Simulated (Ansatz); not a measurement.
# NH (triplet): correlated methods under varied settings

Aim: run NH (triplet) at one geometry under a spread of methods and options, and see what each costs and gives.

Computed with Ansatz 0.2.0, Gaussian basis. Level: the settings change from run to run.

12 further runs of the same task are left out: 3 that didn't finish, 9 set aside as unsound or not needed.

## Step 1: What is computed

The geometry is an MP2(full)/6-31G* stationary point (not a proven minimum).

2 atoms, charge 0, spin multiplicity 3.

Atoms are counted from 1 here; the program's logs count them from 0.

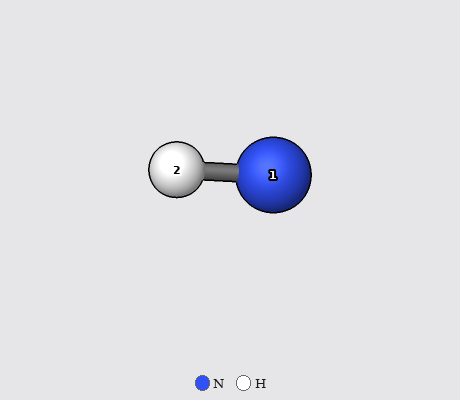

The structure; nitrogen blue, hydrogen white; atoms are numbered from 1 in the order of the file.

## Step 2: BCCD(T) on ROHF/6-31G*

in.yaml

```yaml
crystal:
  periodic: [false, false, false]
  atoms:
    - {symbol: N, position_ang: [0.000000, 0.000000, 0.000000]}
    - {symbol: H, position_ang: [0.000000, 0.000000, 1.039430]}
basis:
  gaussian: {orbitals: "6-31G*"}
magnetization: {spin_polarized: false, initial_magnetization: 2}
correlation: {method: bccd_t, electrons: valence, diis_vectors: 2}
scf: {lower_state_search: light}
```

Started as:

```bash
ansatz run in.yaml --threads 1 --pin off --events-out ev --progress --plain --max-ram 2502MiB
```

What it wrote:

```text
Functional definition: HF
  name "HF"
  cite "Fock, Z. Phys. 61, 126 (1930) doi:10.1007/BF01340294"
  parent pbe
  exchange = exact_x
  correlation = 0
168 factors; integrals over basis functions are off by at most 8.9e-4 eV
mean field evaluation 1: about -1494.9980 eV, gradient 9.2e0 eV
mean field evaluation 2: about -1494.9980 eV, gradient 9.2e0 eV
mean field evaluation 4: about -1495.3216 eV, gradient 4.9e-1 eV
mean field evaluation 8: about -1495.3230 eV, gradient 1.3e-6 eV
mean field -1495.32298746 eV, -54.9521062228 hartree, gradient 3.9e-6 eV, S^2 2.000000; 0 other end points of the search recorded, 0 dependent functions left out
mean field evaluation 16: about -1495.1681 eV, gradient 8.1e0 eV
1 core orbitals not correlated: weight in the atoms' cores, before any rotation towards them, 1.000 or more for the frozen orbitals, at most 0.000 for the correlated occupied ones
reference -1495.32298746 eV, -54.9521062228 hartree; 4, 2 occupied and 12, 14 virtual orbitals, 168 factors
second order -2.77892422 eV of doubles, -0.11742291 eV of singles
cycle   1  -3.31027386 eV  change   -4.1e-1 eV  update   3.4e-2
cycle   2  -3.41784274 eV  change   -1.1e-1 eV  update   1.2e-2
cycle   3  -3.42342556 eV  change   -5.6e-3 eV  update   4.1e-3
cycle   4  -3.42361322 eV  change   -1.9e-4 eV  update   1.4e-3
cycle   5  -3.42370468 eV  change   -9.1e-5 eV  update   5.4e-4
cycle   6  -3.42393921 eV  change   -2.3e-4 eV  update   2.3e-4
cycle   7  -3.42408888 eV  change   -1.5e-4 eV  update   1.1e-4
cycle   8  -3.42414877 eV  change   -6.0e-5 eV  update   3.4e-5
cycle   9  -3.42415868 eV  change   -9.9e-6 eV  update   1.0e-5
cycle  10  -3.42416470 eV  change   -6.0e-6 eV  update   4.1e-6
cycle  11  -3.42416689 eV  change   -2.2e-6 eV  update   1.8e-6
perturbative correction -0.03536145 eV, -0.0012995094 hartree
Total energy: -1498.78251580 eV, -55.0792415445 hartree
```

Wall time 0.3 s (1 thread of Intel Xeon Platinum 8488C, shared host).

From the report: correlation -3.4595 eV; largest double amplitude 0.04.

## Step 3: CCSD(T) on ROHF/def2-TZVP

in.yaml

```yaml
crystal:
  periodic: [false, false, false]
  atoms:
    - {symbol: N, position_ang: [0.000000, 0.000000, 0.000000]}
    - {symbol: H, position_ang: [0.000000, 0.000000, 1.039430]}
basis:
  gaussian: {orbitals: def2-TZVP}
magnetization: {spin_polarized: false, initial_magnetization: 2}
hamiltonian: {pseudopotentials: {relativity: none}}
correlation: {method: ccsd_t, electrons: outside_noble_gas}
```

Same command.

What it wrote, shortened:

```text
Functional definition: HF
  name "HF"
  cite "Fock, Z. Phys. 61, 126 (1930) doi:10.1007/BF01340294"
  parent pbe
[...]
247 factors; integrals over basis functions are off by at most 1.0e-3 eV
[...]
mean field -1495.94518334 eV, -54.9749714997 hartree, gradient 2.1e-6 eV, S^2 2.000000; 0 other end points of the search recorded, 0 dependent functions left out
1 core orbitals not correlated: weight in the atoms' cores, before any rotation towards them, 1.000 or more for the frozen orbitals, at most 0.000 for the correlated occupied ones
reference -1495.94518334 eV, -54.9749714997 hartree; 4, 2 occupied and 32, 34 virtual orbitals, 247 factors
second order -3.71504763 eV of doubles, -0.12759238 eV of singles
cycle   1  -4.23404198 eV  change   -3.9e-1 eV  update   3.5e-2
[...]
cycle  10  -4.35757446 eV  change   -7.3e-8 eV  update   2.3e-6
perturbative correction -0.10105863 eV, -0.0037138363 hartree
Total energy: -1500.40381644 eV, -55.1388232439 hartree
```

Run time: 0.42 s. Hardware: 1 thread of Intel Xeon Platinum 8488C, shared host.

From the report: correlation -4.4586 eV; T1 0.019; largest double amplitude 0.04.

## Step 4: BCCD(T)/6-31++G**

in.yaml

```yaml
crystal:
  periodic: [false, false, false]
  atoms:
    - {symbol: N, position_ang: [0.000000, 0.000000, 0.000000]}
    - {symbol: H, position_ang: [0.000000, 0.000000, 1.039430]}
basis:
  gaussian: {orbitals: "6-31++G**"}
magnetization: {spin_polarized: false, initial_magnetization: 2}
hamiltonian: {xc: {name: PBE0}}
correlation: {method: bccd_t, electrons: outside_noble_gas}
```

Launched as before.

What it wrote, shortened:

```text
Functional definition: PBE0
  name "PBE0"
  cite "Adamo & Barone, J. Chem. Phys. 110, 6158 (1999) doi:10.1063/1.478522"
  cite "Perdew, Burke & Ernzerhof, Phys. Rev. Lett. 77, 3865 (1996) doi:10.1103/PhysRevLett.77.3865"
  parent pbe
[...]
233 factors; integrals over basis functions are off by at most 7.8e-4 eV
[...]
mean field -1500.95987751 eV, -55.1592581112 hartree, gradient 1.0e-6 eV, S^2 2.000000; 0 other end points of the search recorded, 0 dependent functions left out
[...]
1 core orbitals not correlated: weight in the atoms' cores, before any rotation towards them, 1.000 or more for the frozen orbitals, at most 0.000 for the correlated occupied ones
reference -1495.41707130 eV, -54.9555637400 hartree; 4, 2 occupied and 20, 22 virtual orbitals, 233 factors
second order -3.04102806 eV of doubles, -0.15218647 eV of singles
cycle   1  -3.57817766 eV  change   -3.8e-1 eV  update   3.4e-2
[...]
cycle  10  -3.68900245 eV  change   -1.5e-6 eV  update   5.2e-6
perturbative correction -0.05088689 eV, -0.0018700587 hartree
Total energy: -1499.15696063 eV, -55.0930021382 hartree
```

Wall time 0.57 s (1 thread of Intel Xeon Platinum 8488C, shared host).

From the report: correlation -3.7399 eV; largest double amplitude 0.05.

## Step 5: CCSDT(Q)/pcseg-2

in.yaml

```yaml
crystal:
  periodic: [false, false, false]
  atoms:
    - {symbol: N, position_ang: [0.000000, 0.000000, 0.000000]}
    - {symbol: H, position_ang: [0.000000, 0.000000, 1.039430]}
basis:
  gaussian: {orbitals: pcseg-2}
magnetization: {spin_polarized: true, initial_magnetization: 2}
hamiltonian: {xc: {name: PBE}}
correlation: {method: ccsdt_q, electrons: outside_noble_gas}
accuracy: high
scf: {omitted_lower_state_checks: [cluster_reference]}
```

The command is unchanged.

What it wrote, shortened:

```text
Functional definition: PBE
  name "PBE"
  cite "Perdew, Burke & Ernzerhof, Phys. Rev. Lett. 77, 3865 (1996) doi:10.1103/PhysRevLett.77.3865"
  parent pbe
[...]
593 factors; integrals over basis functions are off by at most 3.3e-9 eV
[...]
mean field -1501.31183466 eV, -55.1721922982 hartree, gradient 7.2e-8 eV, S^2 2.004883; 0 other end points of the search recorded, 0 dependent functions left out
1 core orbitals not correlated: weight in the atoms' cores, before any rotation towards them, 1.000 or more for the frozen orbitals, at most 0.000 for the correlated occupied ones
reference -1495.89785421 eV, -54.9732321862 hartree; 4, 2 occupied and 39, 41 virtual orbitals, 593 factors
second order -3.77474360 eV of doubles, -0.12061990 eV of singles
cycle   1  -4.20534848 eV  change   -3.1e-1 eV  update   3.8e-2
[...]
cycle  24  -4.43552635 eV  change   3.6e-10 eV  update  3.6e-10
perturbative correction -0.00324457 eV, -0.0001192359 hartree
Total energy: -1500.33662513 eV, -55.1363540090 hartree
Checks for a lower state left out: cluster_reference
```

It took 18 s on 1 thread of Intel Xeon Platinum 8488C, shared host; peak memory 0.31 GiB.

From the report: ⟨S²⟩ of the determinant 2.005 (pure triplet: 2.00); correlation -4.4388 eV; T1 0.012; largest double amplitude 0.05. The orbitals are Kohn-Sham ones, so correlation energy and T1 don't compare with those on Hartree-Fock orbitals.

## Step 6: All runs side by side

```csv
level,correlated,functions,energy (eV),time
BCCD(T) on ROHF/6-31G*,valence,17,-1498.7825,0.3 s
CCSD(T) on ROHF/def2-TZVP,outside noble gas,37,-1500.4038,0.42 s
BCCD(T)/6-31++G** (on PBE0 orbitals),outside noble gas,25,-1499.1570,0.57 s
CCSDT(Q)/pcseg-2 (on PBE orbitals),outside noble gas,44,-1500.3366,18 s
```

## Step 7: Results

| quantity | value |
| --- | --- |
| runs | 4 |
| quickest | BCCD(T) on ROHF/6-31G*, 0.3 s |
| slowest | CCSDT(Q)/pcseg-2 (on PBE orbitals), 18 s |

Total energies in different bases, with other cores or another treatment of relativity can't be set against each other. CCSDT(Q)/pcseg-2 (on PBE orbitals) took 60 times as long as BCCD(T) on ROHF/6-31G*; the jobs differ in more than the method.
